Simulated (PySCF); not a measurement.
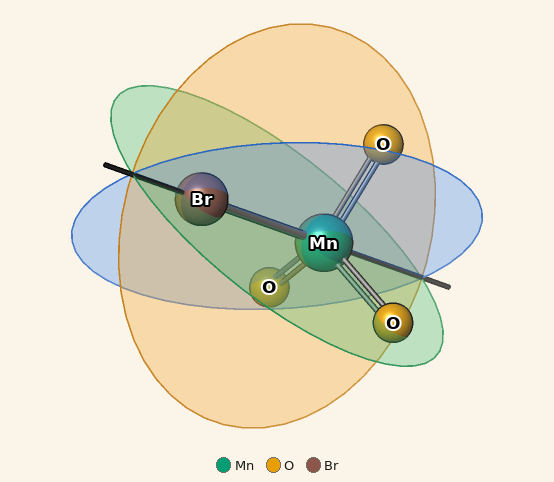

All proper rotation axes (lines) and mirror planes (discs) of the structure are drawn in. Depth is shown by fading: the farther an atom, the more it takes the colour of the background. Charge 0, singlet. Computed geometry: PBE0-D3(BJ)/def2-SVP optimisation. No frequency run is at hand to confirm it as a minimum.

Question: What is the order of each axis, and which point group results?

Answer: It has 1 C3 axis and 3 mirror planes. Point group C3v. The group has 6 operations. The geometry is achiral, and symmetry allows a dipole moment.
